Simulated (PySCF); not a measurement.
# [PO2]+: singlet, from a end-on start

Where does singlet [PO2]+ go from a end-on start, is the end point a minimum, and what are its modes, charges and moments?

The runs use PySCF 2.14.0; LDA, basis P def2-TZVP, O def2-TZVP, no relativity, density fitting.

### 1 The starting structure

3 atoms, charge 1, spin multiplicity 1.

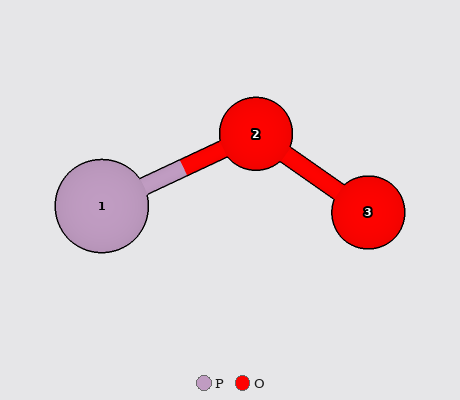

Start geometry, drawn with phosphorus pink, oxygen red; atoms are numbered from 1 in the order of the file.

```xyz
3
charge 1 multiplicity 1
P     0.0000    0.0000    0.0000
O     0.0000    0.0000    1.7922
O     1.2528    0.0000    2.5122
```

### 2 First SCF at the start

The steps below are one call of a driver around PySCF. For each, scf.py gives the equivalent set-up of the SCF; relaxations use the driver's own optimiser. The state is first sought with PBE. After this first run the driver tries any further starts and a stability analysis.

Input file scf.py:

```python
from pyscf import gto, scf, dft
mol = gto.M(atom='''
P      0.000000     0.000000     0.000000
O      0.000000     0.000000     1.792200
O      1.252800     0.000000     2.512200''',
    basis={'P': 'def2-TZVP', 'O': 'def2-TZVP'},
    charge=1, spin=0)
mf = dft.RKS(mol, xc='PBE')
mf.grids.atom_grid = (50, 194)
aux = {'P': 'def2-universal-JKFIT', 'O': 'def2-universal-JKFIT'}
mf = mf.density_fit(auxbasis=aux)
mf.conv_tol = 1e-08
mf.diis_space = 10
mf.max_cycle = 60
mf.init_guess = 'minao'
mf.verbose = 4
mf.kernel()
```

Started as:

```
$ OMP_NUM_THREADS=2 python axn.py task.json out
```

The log of the run, cut to the lines that bear on the results:

```text
[... the frontier levels of the middle cycles are left out ...]
init E= -491.434884352927
  HOMO = -0.298631749638361  LUMO = -0.196404515847327  gap/eV = 2.78174
cycle= 1 E= -490.474266938007  delta_E= 0.961  |g|= 1.13  |ddm|= 1.62
  HOMO = -0.432317988703831  LUMO = -0.354792214103786  gap/eV = 2.10958
cycle= 2 E= -478.820135755511  delta_E= 11.7  |g|= 5.39  |ddm|= 3.52
  HOMO = -0.510398974615149  LUMO = -0.414036486746738  gap/eV = 2.62216
cycle= 3 E= -486.897707511102  delta_E= -8.08  |g|= 3.11  |ddm|= 2.01
cycle= 4 E= -489.117377404594  delta_E= -2.22  |g|= 2.21  |ddm|= 0.973
cycle= 5 E= -488.339193142324  delta_E= 0.778  |g|= 2.67  |ddm|= 0.762
cycle= 6 E= -489.006945235464  delta_E= -0.668  |g|= 2.45  |ddm|= 0.31
cycle= 7 E= -488.867856117295  delta_E= 0.139  |g|= 2.49  |ddm|= 0.0735
cycle= 8 E= -490.827031029575  delta_E= -1.96  |g|= 0.737  |ddm|= 1.98
cycle= 9 E= -490.152465919717  delta_E= 0.675  |g|= 1.79  |ddm|= 1.62
cycle= 10 E= -490.975733280342  delta_E= -0.823  |g|= 0.309  |ddm|= 1.33
cycle= 11 E= -489.726660028892  delta_E= 1.25  |g|= 1.95  |ddm|= 1.69
cycle= 12 E= -489.778260547578  delta_E= -0.0516  |g|= 1.91  |ddm|= 0.0572
cycle= 13 E= -490.199701199549  delta_E= -0.421  |g|= 1.61  |ddm|= 0.478
cycle= 14 E= -490.972594265774  delta_E= -0.773  |g|= 0.299  |ddm|= 1.58
[... 46 cycles left out ...]
SCF not converged.
init E= -491.434884352927
[... 20 cycles left out ...]
SCF not converged.
init E= -490.975726932645
[... 16 cycles left out ...]
cycle= 17 E= -490.99426049878  delta_E= -9.55e-05  |g|= 0.0159  |ddm|= 0.0087
cycle= 18 E= -490.994302514923  delta_E= -4.2e-05  |g|= 0.0116  |ddm|= 0.00668
cycle= 19 E= -490.994326393744  delta_E= -2.39e-05  |g|= 0.00858  |ddm|= 0.00688
cycle= 20 E= -490.994338463662  delta_E= -1.21e-05  |g|= 0.00788  |ddm|= 0.00886
cycle= 21 E= -490.994350120576  delta_E= -1.17e-05  |g|= 0.00848  |ddm|= 0.0118
cycle= 22 E= -490.994366671565  delta_E= -1.66e-05  |g|= 0.00996  |ddm|= 0.0155
cycle= 23 E= -490.994367319841  delta_E= -6.48e-07  |g|= 0.0162  |ddm|= 0.0223
cycle= 24 E= -490.994354834461  delta_E= 1.25e-05  |g|= 0.0242  |ddm|= 0.0302
cycle= 25 E= -490.994299236573  delta_E= 5.56e-05  |g|= 0.035  |ddm|= 0.0396
cycle= 26 E= -490.994103217929  delta_E= 0.000196  |g|= 0.0513  |ddm|= 0.0517
cycle= 27 E= -490.993512300596  delta_E= 0.000591  |g|= 0.0763  |ddm|= 0.067
cycle= 28 E= -490.991484425954  delta_E= 0.00203  |g|= 0.122  |ddm|= 0.0907
cycle= 29 E= -490.986044314861  delta_E= 0.00544  |g|= 0.193  |ddm|= 0.116
cycle= 30 E= -490.971863273306  delta_E= 0.0142  |g|= 0.307  |ddm|= 0.146
SCF not converged.
  HOMO = -0.599836686854655  LUMO = -0.471980639959978  gap/eV = 3.47914
macro= 0  E= -490.995972348225  delta_E= -0.0241091  |g|= 0.0384392  3 KF 9 JK
macro= 1  E= -490.996002740788  delta_E= -3.03926e-05  |g|= 0.000696216  2 KF 10 JK
macro= 2  E= -490.996002745099  delta_E= -4.31123e-09  |g|= 6.31392e-05  1 KF 4 JK
macro X = 3  E=-490.996002745099  |g|= 6.31392e-05  total 7 KF 27 JK
converged SCF energy = -490.996002745099
```

This step, with its further starts and checks, ran for 29 s (2 threads of Arm Neoverse V2, shared host).

The starts that the driver tried:

```
                      start  energy (Eh)
    the minimal-basis guess  -490.996003
a thermally smeared density  -490.997536
      a smeared PBE density  -490.994336
```

Where DIIS stalls, the driver goes on with a level shift of 0.3 Eh and then with a second-order solver.

This is not the lowest solution: one lies 4.0 kJ/mol lower, at -490.99754 Eh, and the relaxation starts from that.

### 3 End-on start, singlet: relaxation

The program finds Cs symmetry in the start, which this walk keeps. The walk stops when the largest gradient is under 0.0003 Eh/bohr and the energy has settled too.

scf.py, as its differences from that of step 2:

```diff
@@ -3,3 +3,3 @@
-P      0.000000     0.000000     0.000000
-O      0.000000     0.000000     1.792200
-O      1.252800     0.000000     2.512200''',
+P     -0.318254     0.000000    -1.093465
+O     -0.318254     0.000000     0.698735
+O      0.934546     0.000000     1.418735''',
@@ -8 +8 @@
-mf = dft.RKS(mol, xc='PBE')
+mf = dft.RKS(mol, xc='LDA,VWN')
@@ -15 +14,0 @@
-mf.init_guess = 'minao'
```

The optimiser's trace:

```
step  energy (Eh)  change (kJ/mol)  largest symmetric gradient (Eh/bohr)
   0  -488.979302             0.00                               0.11952
   1  -489.051904          -190.62                               0.06434
   2  -489.076896          -256.23                               0.09957
   3  -489.079814          -263.89                               0.05419
   4  -489.081455          -268.20                               0.11416
   5  -489.085692          -279.33                               0.05724
   6  -489.088228          -285.99                               0.01235
   7  -489.088531          -286.78                               0.00245
   8  -489.088541          -286.81                               0.00015
   9  -489.088541          -286.81                               0.00005
```

The walk took 19 s.

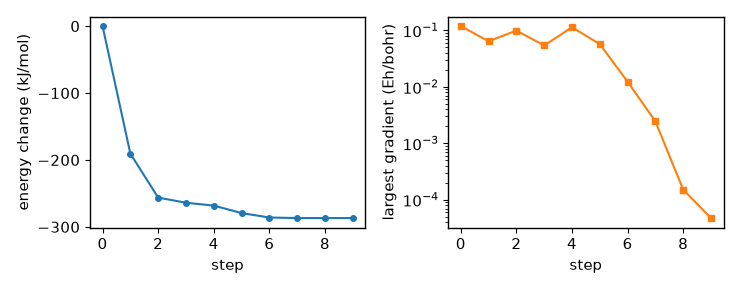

Energy and largest gradient along the walk.

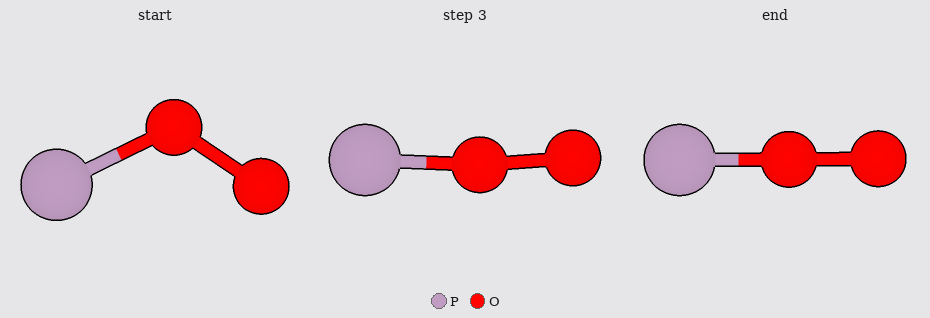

The geometry along the walk, at one scale.

It settles in C∞v symmetry, 286.8 kJ/mol below the start, after 9 steps: O–O 1.224 Å, P–O 1.501 Å; O–O–P 179.9°.

### 4 Vibrations and properties at this point

The point is checked on the finer grid, and tightened if its gradient asks for it. The Hessian and the dipole derivatives come from central differences of analytic gradients, with steps of 0.02 bohr.

scf.py, as its differences from that of step 3:

```diff
@@ -3,3 +3,3 @@
-P     -0.318254     0.000000    -1.093465
-O     -0.318254     0.000000     0.698735
-O      0.934546     0.000000     1.418735''',
+P     -0.466321    -0.000000    -0.966850
+O      0.185660     0.000000     0.384940
+O      0.717359    -0.000000     1.487342''',
@@ -9 +9 @@
-mf.grids.atom_grid = (50, 194)
+mf.grids.atom_grid = (75, 302)
@@ -12 +12 @@
-mf.conv_tol = 1e-08
+mf.conv_tol = 1e-10
```

The driver hands on the density of the step before, so the log starts near convergence.

Log of the central SCF (cycles and frontier levels):

```text
init E= -489.088530679295
  HOMO = -0.538029074035544  LUMO = -0.432723361067699  gap/eV = 2.86551
cycle= 1 E= -489.088530678297  delta_E= 9.99e-10  |g|= 6.5e-05  |ddm|= 3.97e-05
  HOMO = -0.538043466971655  LUMO = -0.432723998593793  gap/eV = 2.86589
cycle= 2 E= -489.088530580383  delta_E= 9.79e-08  |g|= 0.000643  |ddm|= 0.000392
  HOMO = -0.538030386949226  LUMO = -0.432723406168687  gap/eV = 2.86555
cycle= 3 E= -489.088530679305  delta_E= -9.89e-08  |g|= 3.67e-07  |ddm|= 0.000356
  HOMO = -0.538030388593357  LUMO = -0.432723414396572  gap/eV = 2.86555
cycle= 4 E= -489.088530679309  delta_E= -4.43e-12  |g|= 1.1e-07  |ddm|= 2.04e-07
  HOMO = -0.53803038889695  LUMO = -0.432723410660215  gap/eV = 2.86555
Extra cycle  E= -489.088530679307  delta_E= 1.93e-12  |g|= 3.55e-07  |ddm|= 2.26e-07
converged SCF energy = -489.088530679307
```

The whole step took 10 s.

Geometry: C∞v; O–O 1.224 Å, P–O 1.501 Å; O–O–P 180.0°.

Modes, for the most abundant isotopes:

| symmetry | ω (cm⁻¹) | IR (km/mol) |
| --- | --- | --- |
| π | 405 | 14.8 |
| σ+ | 842 | 13.9 |
| σ+ | 1546 | 109 |

All wavenumbers are real: a minimum.

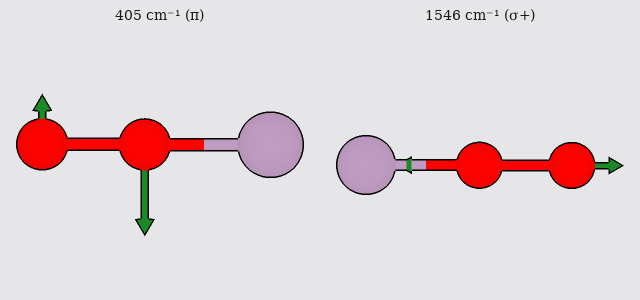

How the atoms move in 2 of the modes.

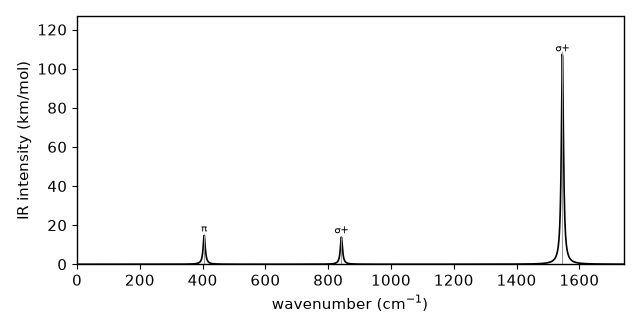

The harmonic infrared spectrum (widths in cm⁻¹). Lines are broadened to a width of 8 cm⁻¹ (Lorentzian).

Properties at this point:

```
Dipole moment about the centre of mass                          : 3.65 D
Highest occupied level                                          : -14.64 eV
Lowest empty level                                              : -11.78 eV
Rotational constants                                            : 0.205 cm⁻¹
Zero-point energy                                               : 19.1 kJ/mol
Principal polarisabilities                                      : 16.4, 16.4, 52.9 bohr³
Principal traceless quadrupole moments about the centre of mass : -3.41, -3.41, 6.81 D Å
Entropy at 298.15 K and 1 bar                                   : 235.0 J/(mol K)
Heat capacity Cp at 298.15 K                                    : 44.0 J/(mol K)
Enthalpy at 298.15 K above 0 K                                  : 10.46 kJ/mol
Rotational symmetry number                                      : 1
```

Populations by atom (charges in e):

| atom | Mulliken | Löwdin | polar tensor | Mayer order to P1 |
| --- | --- | --- | --- | --- |
| P1 | 0.78 | 0.75 | 0.80 | – |
| O2 | 0.18 | 0.16 | 0.34 | 1.78 |
| O3 | 0.04 | 0.08 | -0.14 | 0.98 |

Outer orbital energies (eV). occupied: -40.13, -31.88, -22.53, -21.47, -21.47, -19.47, -14.64, -14.64; empty: -11.78, -11.77, -8.72, -5.25.

Mulliken populations on P1: s 5.90, p 8.11, d 0.18, f 0.03.

### 5 Stability of the closed shell

At the lowest minimum the closed shell is tested against spin polarisation, on the (50, 194) grid. It is stable.

### 6 Summary of results

| quantity | value |
| --- | --- |
| minimum | singlet, C∞v |
| geometry | O–O 1.224 Å, P–O 1.501 Å; O–O–P 180.0° |
| wavenumbers (cm⁻¹) | 405 (π), 842 (σ+), 1546 (σ+) |
| dipole moment (centre of mass) | 3.65 D |
| highest occupied, lowest empty level | -14.64, -11.78 eV |
| polar-tensor charge of P1 | +0.80 e |
| zero-point energy | 19.1 kJ/mol |
| entropy at 298.15 K | 235.0 J/(mol K) |

What this shows: From Cs at the start the molecule goes to a C∞v minimum. The strongest infrared band lies at 1546 cm⁻¹ (σ+). The first SCF alone would have been 4 kJ/mol too high. Only this shape and spin were tried, so other structures or states may lie lower.

The search up to here ran for 59 s (2 threads of Arm Neoverse V2, shared host).
